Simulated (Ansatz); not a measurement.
# C: a line through an energy map

How does the energy of C (R-3m, No. 166; 4 atoms in the cell) vary with lattice constant a (and b), at lattice constant c = 35.16 Å?

Method: DFT LDA, scalar-relativistic, plane waves, PAW, in Ansatz 0.2.0.

1 further run of the same task is left out (set aside as unsound or not needed).

**1. The system as given**

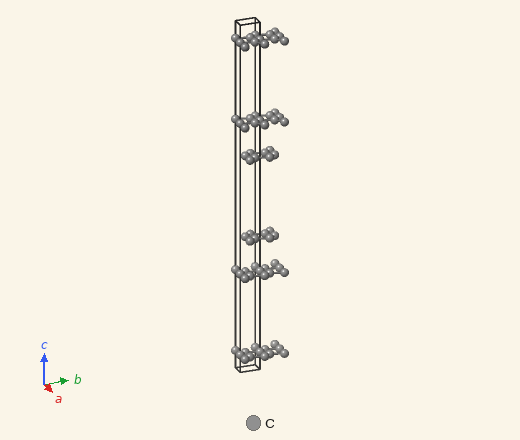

Start, viewed slightly off an axis; carbon grey. 2×2×1 cells are drawn. The cell drawn here is the conventional one.

Structure file:

```cif
data_structure
_symmetry_space_group_name_H-M 'P 1'
_symmetry_Int_Tables_number 1
_cell_length_a 11.1450
_cell_length_b 11.1450
_cell_length_c 11.1450
_cell_angle_alpha 12.592
_cell_angle_beta 12.592
_cell_angle_gamma 12.592
_cell_volume 57.21
loop_
_atom_site_label
_atom_site_type_symbol
_atom_site_fract_x
_atom_site_fract_y
_atom_site_fract_z
_atom_site_occupancy
C1 C 0.05021 0.05021 0.05021 1
C2 C 0.94979 0.94979 0.94979 1
C3 C 0.28310 0.28310 0.28310 1
C4 C 0.71690 0.71690 0.71690 1
```

This cell was relaxed beforehand with the same method: volume 14.30 Å³/atom, gap on the mesh none (metal).

**2. Plan of the line**

The energy is mapped over the lattice constants a and c of the conventional cell.

The axes are (1) lattice constant a (and b): 5 values from 2.273 to 2.616 Å; (2) lattice constant c: 5 values from 29.19 to 37.15 Å.

Nothing else is relaxed (fractional coordinates fixed). Energies count from the relaxed crystal. Points are written as (first, second).

**3. Grid point (2.273 Å, 35.16 Å)**

input.yaml reads:

```yaml
crystal:
  lattice:
    - [1.1367, 0.6562740507, 11.7185666667]
    - [-1.1367, 0.6562740507, 11.7185666667]
    - [0.0, -1.3125481023, 11.7185666666]
  atoms:
    - { symbol: C, position: [0.0502095572, 0.0502095572, 0.0502095572] }
    - { symbol: C, position: [0.9497904428, 0.9497904428, 0.9497904428] }
    - { symbol: C, position: [0.2831028643, 0.2831028643, 0.2831028643] }
    - { symbol: C, position: [0.7168971357, 0.7168971357, 0.7168971357] }
basis:
  ecutwfc: 520.0
kpoints:
  mp_grid: { grid: [18, 18, 18] }
hamiltonian:
  xc: lda
  pseudopotentials: { kind: paw, azcp: { folder: soft_1 } }
scf:
  occupations: { method: gaussian, width: 0.15 }
output:
  forces: true
  stress: true
  eigenvalues: true
```

Run with:

```console
> ansatz run input.yaml --threads 1 --pin off --max-ram 2048MiB --backend cpu --events-out ev --progress --plain --runs-dir out
```

The log of the run (excerpt; [...] marks lines left out):

```text
Warning: <dir> the record states the generating functional pbe (its physics header spells it `PBE`), which answers neither for hamiltonian.xc's functional nor for the lda family's — results may be inconsistent (PPs are generated against a specific XC)
Warning: RAYON_NUM_THREADS=1 ignored (pool sized by the plan → 1); use --threads N
[...]
Pseudopotentials: kind: paw
Pseudopotential: C, paw, valence charge 4, recommended cutoff 420 eV (normal), <dir>
Functional definition: SPW92
[...]
Crystal: 4 atoms, lattice volume = 52.451 Å³
Basis set: ecut = 520 eV, 1441 PW (Γ), FFT grids on a1−a3, a2−a3, a3
Bands: 12, of which v1, the nominal top of the filled ones, is band 8 counted from 1 (7 counted from 0)
Symmetry: 12 space group operations
Space group: R-3m (ITA 166), of the structure as read, at distance tolerance 3.7e-5 Å
k-points: 580 of 5832
[...]
SCF iter   1: F=—  HF=-975.064602 eV  |F-HF|=—  |Δ(HF+E_count)|=         —  Δρ=1.43e-1  dr2=9.86e0  ethr=3.10e-3  ⟨swp⟩=6.0  Hψ=46534  notcnv=0
[...]
SCF iter   8: F=-970.251425 eV  HF=-970.251425 eV  |F-HF|=9.54e-9  |Δ(HF+E_count)|=   4.15e-8  Δρ=6.14e-6  dr2=1.34e-8  ethr=6.25e-10  ⟨swp⟩=8.6  Hψ=47759  notcnv=0
[...]
SCF converged after 8 iterations
Free energy (F): -970.251425 eV
[...]
E sigma→0 (E₀):  -970.250848 eV
Entropy (-TS):   -0.001154 eV (-0.289 meV/atom)
Fermi energy:    3.353519 eV
[...]
--- Forces (eV/Å), atoms counted from 1 ---
  atom   1  C      0.00000000     0.00000000    -0.01507504
  atom   2  C      0.00000000    -0.00000000     0.01507504
  atom   3  C      0.00000000    -0.00000000     0.02875317
  atom   4  C      0.00000000     0.00000000    -0.02875317
[...]
--- Stress (GPa, compression-positive) ---
       73.234523       0.000000       0.000000
        0.000000      73.234523       0.000000
        0.000000       0.000000      -0.473932
  P = ⅓ Tr σ = 48.6650 GPa (486.650 kbar)
--- Band table (eV; the first three rows and the last of 580) ---
  k-point 0: bands = ["-17.9967", "-17.9018", "-6.4255", "-5.7194", "0.5167", "0.5167", "0.5199", "0.5199", "5.7296", "7.3152", "8.0831", "11.9839"]
[...]
```

Wall time 16 s (1 thread of Intel Xeon 6975P-C (Granite Rapids), shared host); peak memory 0.72 GiB.

Energy on the map's scale: 415 meV/atom.

**4. Point (2.359 Å, 35.16 Å)**

Changes to input.yaml since step 3:

```diff
@@ -2,5 +2,5 @@
   lattice:
-    - [1.1367, 0.6562740507, 11.7185666667]
-    - [-1.1367, 0.6562740507, 11.7185666667]
-    - [0.0, -1.3125481023, 11.7185666666]
+    - [1.17945, 0.6809557747, 11.7185666667]
+    - [-1.17945, 0.6809557747, 11.7185666667]
+    - [0.0, -1.3619115503, 11.7185666666]
   atoms:
```

Run with:

```console
> ansatz run input.yaml --threads 1 --pin off --max-ram 2048MiB --backend cpu --events-out ev --progress --plain --runs-dir out
```

The log of the run (excerpt; [...] marks lines left out):

```text
Warning: <dir> the record states the generating functional pbe (its physics header spells it `PBE`), which answers neither for hamiltonian.xc's functional nor for the lda family's — results may be inconsistent (PPs are generated against a specific XC)
Warning: RAYON_NUM_THREADS=1 ignored (pool sized by the plan → 1); use --threads N
[...]
[... 3 set-up lines as earlier in the session ...]
[...]
Crystal: 4 atoms, lattice volume = 56.471 Å³
Basis set: ecut = 520 eV, 1555 PW (Γ), FFT grids on a1−a3, a2−a3, a3
Bands: 12, of which v1, the nominal top of the filled ones, is band 8 counted from 1 (7 counted from 0)
[... 1 set-up line as earlier in the session ...]
Space group: R-3m (ITA 166), of the structure as read, at distance tolerance 3.8e-5 Å
k-points: 580 of 5832
[...]
SCF iter   1: F=—  HF=-975.125388 eV  |F-HF|=—  |Δ(HF+E_count)|=         —  Δρ=1.21e-1  dr2=7.51e0  ethr=3.10e-3  ⟨swp⟩=6.0  Hψ=45690  notcnv=0
[...]
SCF iter   8: F=-971.526665 eV  HF=-971.526665 eV  |F-HF|=1.70e-8  |Δ(HF+E_count)|=   2.06e-8  Δρ=5.73e-6  dr2=2.12e-8  ethr=6.25e-10  ⟨swp⟩=8.4  Hψ=47820  notcnv=0
[...]
SCF converged after 8 iterations
Free energy (F): -971.526665 eV
[...]
E sigma→0 (E₀):  -971.526102 eV
Entropy (-TS):   -0.001125 eV (-0.281 meV/atom)
Fermi energy:    2.672203 eV
[...]
--- Forces (eV/Å), atoms counted from 1 ---
  atom   1  C      0.00000000     0.00000000    -0.01333926
  atom   2  C      0.00000000    -0.00000000     0.01333926
  atom   3  C      0.00000000    -0.00000000     0.02804278
  atom   4  C     -0.00000000     0.00000000    -0.02804278
[...]
--- Stress (GPa, compression-positive) ---
       30.886806       0.000000       0.000000
        0.000000      30.886806       0.000000
        0.000000       0.000000      -0.416373
  P = ⅓ Tr σ = 20.4524 GPa (204.524 kbar)
--- Band table (eV; the first three rows and the last of 580) ---
  k-point 0: bands = ["-17.7493", "-17.6488", "-6.2744", "-5.5295", "-0.2706", "-0.2706", "-0.2665", "-0.2665", "5.4503", "7.0415", "7.8411", "11.7139"]
[...]
```

It took 16 s on 1 thread of Intel Xeon 6975P-C (Granite Rapids), shared host; peak memory 0.75 GiB.

That is 96 meV/atom from the zero.

**5. The run at (2.444 Å, 35.16 Å)**

Changes to input.yaml since step 4:

```diff
@@ -2,5 +2,5 @@
   lattice:
-    - [1.17945, 0.6809557747, 11.7185666667]
-    - [-1.17945, 0.6809557747, 11.7185666667]
-    - [0.0, -1.3619115503, 11.7185666666]
+    - [1.2222379733, 0.7056594226, 11.7185666667]
+    - [-1.2222379733, 0.7056594226, 11.7185666667]
+    - [0.0, -1.4113188461, 11.7185666666]
   atoms:
```

Run with:

```console
> ansatz run input.yaml --threads 1 --pin off --max-ram 2048MiB --backend cpu --events-out ev --progress --plain --runs-dir out
```

The log of the run (excerpt; [...] marks lines left out):

```text
Warning: <dir> the record states the generating functional pbe (its physics header spells it `PBE`), which answers neither for hamiltonian.xc's functional nor for the lda family's — results may be inconsistent (PPs are generated against a specific XC)
Warning: RAYON_NUM_THREADS=1 ignored (pool sized by the plan → 1); use --threads N
[...]
[... 3 set-up lines as earlier in the session ...]
[...]
Crystal: 4 atoms, lattice volume = 60.642 Å³
Basis set: ecut = 520 eV, 1657 PW (Γ), FFT grids on a1−a3, a2−a3, a3
Bands: 12, of which v1, the nominal top of the filled ones, is band 8 counted from 1 (7 counted from 0)
[... 1 set-up line as earlier in the session ...]
Space group: R-3m (ITA 166), of the structure as read, at distance tolerance 3.9e-5 Å
k-points: 580 of 5832
[...]
SCF iter   1: F=—  HF=-974.554105 eV  |F-HF|=—  |Δ(HF+E_count)|=         —  Δρ=1.02e-1  dr2=5.66e0  ethr=3.10e-3  ⟨swp⟩=5.7  Hψ=44836  notcnv=0
[...]
SCF iter   8: F=-971.905415 eV  HF=-971.905415 eV  |F-HF|=2.17e-10  |Δ(HF+E_count)|=   6.23e-9  Δρ=4.78e-6  dr2=7.02e-9  ethr=6.25e-10  ⟨swp⟩=8.1  Hψ=46273  notcnv=0
[...]
SCF converged after 8 iterations
Free energy (F): -971.905415 eV
[...]
E sigma→0 (E₀):  -971.904863 eV
Entropy (-TS):   -0.001104 eV (-0.276 meV/atom)
Fermi energy:    2.055286 eV
[...]
--- Forces (eV/Å), atoms counted from 1 ---
  atom   1  C      0.00000000     0.00000000    -0.01274913
  atom   2  C     -0.00000000    -0.00000000     0.01274913
  atom   3  C      0.00000000    -0.00000000     0.02638118
  atom   4  C     -0.00000000     0.00000000    -0.02638118
[...]
--- Stress (GPa, compression-positive) ---
        0.062369      -0.000000       0.000000
       -0.000000       0.062369       0.000000
        0.000000       0.000000      -0.364487
  P = ⅓ Tr σ = -0.0799 GPa (-0.799 kbar)
--- Band table (eV; the first three rows and the last of 580) ---
  k-point 0: bands = ["-17.4978", "-17.3917", "-6.1457", "-5.3656", "-0.9520", "-0.9520", "-0.9468", "-0.9468", "5.1903", "6.7859", "7.6166", "10.5161"]
[...]
```

Wall time 17 s (1 thread of Intel Xeon 6975P-C (Granite Rapids), shared host); peak memory 0.77 GiB.

On the map this point reads 1.3 meV/atom.

**6. Changing settings: occupations.method methfessel_paxton, occupations.width 0.05, ecutwfc left out**

Changes to input.yaml since step 5:

```diff
@@ -10,4 +10,2 @@
     - { symbol: C, position: [0.7168971357, 0.7168971357, 0.7168971357] }
-basis:
-  ecutwfc: 520.0
 kpoints:
@@ -18,6 +16,6 @@
 scf:
-  occupations: { method: gaussian, width: 0.15 }
+  occupations: { method: methfessel_paxton, width: 0.05 }
 output:
   forces: true
+  eigenvalues: true
   stress: true
-  eigenvalues: true
```

Run with:

```console
> ansatz run input.yaml --threads 1 --pin off --max-ram 2048MiB --backend cpu --events-out ev --progress --plain --runs-dir out
```

The log of the run (excerpt; [...] marks lines left out):

```text
Warning: <dir> the record states the generating functional pbe (its physics header spells it `PBE`), which answers neither for hamiltonian.xc's functional nor for the lda family's — results may be inconsistent (PPs are generated against a specific XC)
Warning: RAYON_NUM_THREADS=1 ignored (pool sized by the plan → 1); use --threads N
[...]
[... 3 set-up lines as earlier in the session ...]
[...]
Crystal: 4 atoms, lattice volume = 60.642 Å³
Basis set: ecut = 420 eV, 1149 PW (Γ), FFT grids on a1−a3, a2−a3, a3
Bands: 12, of which v1, the nominal top of the filled ones, is band 8 counted from 1 (7 counted from 0)
[... 2 set-up lines as earlier in the session ...]
k-points: 580 of 5832
[...]
SCF iter   1: F=—  HF=-974.543209 eV  |F-HF|=—  |Δ(HF+E_count)|=         —  Δρ=1.02e-1  dr2=5.65e0  ethr=3.10e-3  ⟨swp⟩=5.9  Hψ=46535  notcnv=0
[...]
SCF converged after 7 iterations
Stability not checked: this state was not tested for a lower state beside it, because cold or Methfessel-Paxton smearing, or corrected tetrahedra, fill the levels in a way that the test cannot read (fill_not_monotonic; see scf.lower_state_search)
Free energy (F): -971.895977 eV
[...]
E sigma→0 (E₀):  -971.895933 eV
Entropy (-TS):   -0.000174 eV (-0.044 meV/atom)
Fermi energy:    2.054884 eV
[...]
--- Forces (eV/Å), atoms counted from 1 ---
  atom   1  C      0.00000000     0.00000000    -0.01276727
  atom   2  C     -0.00000000    -0.00000000     0.01276727
  atom   3  C      0.00000000    -0.00000000     0.02615035
  atom   4  C     -0.00000000     0.00000000    -0.02615035
[...]
--- Stress (GPa, compression-positive) ---
        0.059401      -0.000000       0.000000
       -0.000000       0.059401       0.000000
        0.000000       0.000000      -0.363572
  P = ⅓ Tr σ = -0.0816 GPa (-0.816 kbar)
--- Band table (eV; the first three rows and the last of 580) ---
  k-point 0: bands = ["-17.4984", "-17.3922", "-6.1459", "-5.3660", "-0.9515", "-0.9515", "-0.9468", "-0.9468", "5.1904", "6.7861", "7.6167", "10.5168"]
[...]
```

Wall time 13 s (1 thread of Intel Xeon 6975P-C (Granite Rapids), shared host); peak memory 0.66 GiB.

```tsv
run	ending	energy change	pressure (GPa)	gap (eV)	force (eV/Å)	cycles	time
step 5	converged	0	-0.1	0.00	0.03	8	17 s
variant	converged	+2.2 meV/atom (σ→0)	-0.1	0.00	0.03	7	13 s
```

Changing the smearing and cutoff moves the energy by +2.2 meV/atom (σ→0 values). More than one kind of setting changed, and this run alone doesn't tell their shares apart.

**7. Point (2.530 Å, 35.16 Å)**

Changes to input.yaml since step 5:

```diff
@@ -2,5 +2,5 @@
   lattice:
-    - [1.2222379733, 0.7056594226, 11.7185666667]
-    - [-1.2222379733, 0.7056594226, 11.7185666667]
-    - [0.0, -1.4113188461, 11.7185666666]
+    - [1.265, 0.7303480902, 11.7185666667]
+    - [-1.265, 0.7303480902, 11.7185666667]
+    - [0.0, -1.4606961813, 11.7185666666]
   atoms:
```

Run with:

```console
> ansatz run input.yaml --threads 1 --pin off --max-ram 2048MiB --backend cpu --events-out ev --progress --plain --runs-dir out
```

The log of the run (excerpt; [...] marks lines left out):

```text
Warning: <dir> the record states the generating functional pbe (its physics header spells it `PBE`), which answers neither for hamiltonian.xc's functional nor for the lda family's — results may be inconsistent (PPs are generated against a specific XC)
Warning: RAYON_NUM_THREADS=1 ignored (pool sized by the plan → 1); use --threads N
[...]
[... 3 set-up lines as earlier in the session ...]
[...]
Crystal: 4 atoms, lattice volume = 64.960 Å³
Basis set: ecut = 520 eV, 1753 PW (Γ), FFT grids on a1−a3, a2−a3, a3
Bands: 12, of which v1, the nominal top of the filled ones, is band 8 counted from 1 (7 counted from 0)
[... 1 set-up line as earlier in the session ...]
Space group: R-3m (ITA 166), of the structure as read, at distance tolerance 4.0e-5 Å
k-points: 580 of 5832
[...]
SCF iter   1: F=—  HF=-973.505398 eV  |F-HF|=—  |Δ(HF+E_count)|=         —  Δρ=8.62e-2  dr2=4.21e0  ethr=3.10e-3  ⟨swp⟩=5.5  Hψ=44269  notcnv=0
[...]
SCF iter   7: F=-971.591568 eV  HF=-971.591568 eV  |F-HF|=1.65e-8  |Δ(HF+E_count)|=   3.96e-7  Δρ=7.86e-6  dr2=5.14e-8  ethr=6.25e-10  ⟨swp⟩=8.6  Hψ=46580  notcnv=0
[...]
SCF converged after 7 iterations
Free energy (F): -971.591568 eV
[...]
E sigma→0 (E₀):  -971.591024 eV
Entropy (-TS):   -0.001089 eV (-0.272 meV/atom)
Fermi energy:    1.495347 eV
[...]
--- Forces (eV/Å), atoms counted from 1 ---
  atom   1  C      0.00000000     0.00000000    -0.01290935
  atom   2  C      0.00000000    -0.00000000     0.01290935
  atom   3  C      0.00000000    -0.00000000     0.02376364
  atom   4  C      0.00000000     0.00000000    -0.02376364
[...]
--- Stress (GPa, compression-positive) ---
      -21.958156       0.000000       0.000000
        0.000000     -21.958156      -0.000000
        0.000000      -0.000000      -0.320186
  P = ⅓ Tr σ = -14.7455 GPa (-147.455 kbar)
--- Band table (eV; the first three rows and the last of 580) ---
  k-point 0: bands = ["-17.2479", "-17.1361", "-6.0363", "-5.2250", "-1.5426", "-1.5426", "-1.5363", "-1.5363", "4.9473", "6.5461", "7.4074", "9.2841"]
[...]
```

It took 17 s on 1 thread of Intel Xeon 6975P-C (Granite Rapids), shared host; peak memory 0.8 GiB.

That is 80 meV/atom from the zero.

**8. Point (2.616 Å, 35.16 Å)**

Changes to input.yaml since step 7:

```diff
@@ -2,5 +2,5 @@
   lattice:
-    - [1.265, 0.7303480902, 11.7185666667]
-    - [-1.265, 0.7303480902, 11.7185666667]
-    - [0.0, -1.4606961813, 11.7185666666]
+    - [1.3078, 0.7550586818, 11.7185666667]
+    - [-1.3078, 0.7550586818, 11.7185666667]
+    - [0.0, -1.5101173644, 11.7185666666]
   atoms:
```

Run with:

```console
> ansatz run input.yaml --threads 1 --pin off --max-ram 2048MiB --backend cpu --events-out ev --progress --plain --runs-dir out
```

The log of the run (excerpt; [...] marks lines left out):

```text
Warning: <dir> the record states the generating functional pbe (its physics header spells it `PBE`), which answers neither for hamiltonian.xc's functional nor for the lda family's — results may be inconsistent (PPs are generated against a specific XC)
Warning: RAYON_NUM_THREADS=1 ignored (pool sized by the plan → 1); use --threads N
[...]
[... 3 set-up lines as earlier in the session ...]
[...]
Crystal: 4 atoms, lattice volume = 69.430 Å³
Basis set: ecut = 520 eV, 1849 PW (Γ), FFT grids on a1−a3, a2−a3, a3
Bands: 12, of which v1, the nominal top of the filled ones, is band 8 counted from 1 (7 counted from 0)
[... 1 set-up line as earlier in the session ...]
Space group: R-3m (ITA 166), of the structure as read, at distance tolerance 4.1e-5 Å
k-points: 580 of 5832
[...]
SCF iter   1: F=—  HF=-972.102215 eV  |F-HF|=—  |Δ(HF+E_count)|=         —  Δρ=7.28e-2  dr2=3.09e0  ethr=3.10e-3  ⟨swp⟩=5.6  Hψ=43151  notcnv=0
[...]
SCF iter   8: F=-970.750241 eV  HF=-970.750241 eV  |F-HF|=5.56e-9  |Δ(HF+E_count)|=   1.14e-7  Δρ=6.23e-6  dr2=1.63e-8  ethr=6.25e-10  ⟨swp⟩=3.1  Hψ=28893  notcnv=0
[...]
SCF converged after 8 iterations
Free energy (F): -970.750241 eV
[...]
E sigma→0 (E₀):  -970.749702 eV
Entropy (-TS):   -0.001078 eV (-0.270 meV/atom)
Fermi energy:    0.986083 eV
[...]
--- Forces (eV/Å), atoms counted from 1 ---
  atom   1  C      0.00000000     0.00000000    -0.01405592
  atom   2  C      0.00000000    -0.00000000     0.01405592
  atom   3  C      0.00000000    -0.00000000     0.02069412
  atom   4  C      0.00000000     0.00000000    -0.02069412
[...]
--- Stress (GPa, compression-positive) ---
      -37.298005       0.000000       0.000000
        0.000000     -37.298005      -0.000000
        0.000000      -0.000000      -0.282840
  P = ⅓ Tr σ = -24.9596 GPa (-249.596 kbar)
--- Band table (eV; the first three rows and the last of 580) ---
  k-point 0: bands = ["-17.0013", "-16.8838", "-5.9420", "-5.1030", "-2.0548", "-2.0548", "-2.0472", "-2.0472", "4.7188", "6.3201", "7.2106", "8.1681"]
[...]
```

Wall time 20 s (1 thread of Intel Xeon 6975P-C (Granite Rapids), shared host); peak memory 0.83 GiB.

That is 290 meV/atom from the zero.

**9. The line in numbers**

```
lattice constant a (and b) (Å)  step  energy (meV/atom)  slope (meV/atom per Å)  pressure (GPa)  largest force on an atom (eV/Å)
                         2.273     3                415                   −5273              49                            0.029
                         2.359     4                 96                   −2308              20                            0.028
                         2.444     5                1.3                      −5               0                            0.026
                         2.530     7                 80                    1759             −15                            0.024
                         2.616     8                290                    3090             −25                            0.021
```

Energies count from the relaxed crystal. Slopes come from the forces (and the stress, where the cell changes), not from differences of energies.

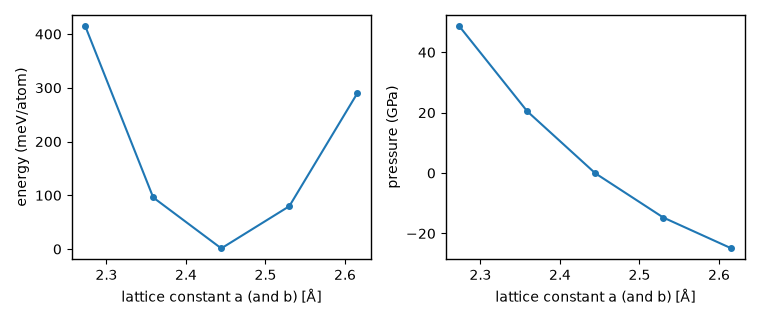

Energy and pressure along the line.

```tsv
run	outcome
step 6, run with occupations.method methfessel_paxton, occupations.width 0.05, ecutwfc left out (against step 5)	+2.2 meV/atom
```

What this shows: The lowest point of the line is at 2.444 Å, 1.3 meV/atom from the zero. Energies and slopes round the minimum, fitted together, put the minimum at 2.4449 Å, with a curvature of about 24000 meV/atom per Å². The well is lopsided: two grid steps out, the energy rises by 413 meV/atom towards smaller values and 289 meV/atom towards larger ones. The highest point computed, at 2.273 Å, lies 413 meV/atom above the lowest. This is one cut through a surface in two coordinates; the map's lowest point lies off it. A rigid map gives upper bounds: relaxing the other coordinates can only lower a point.
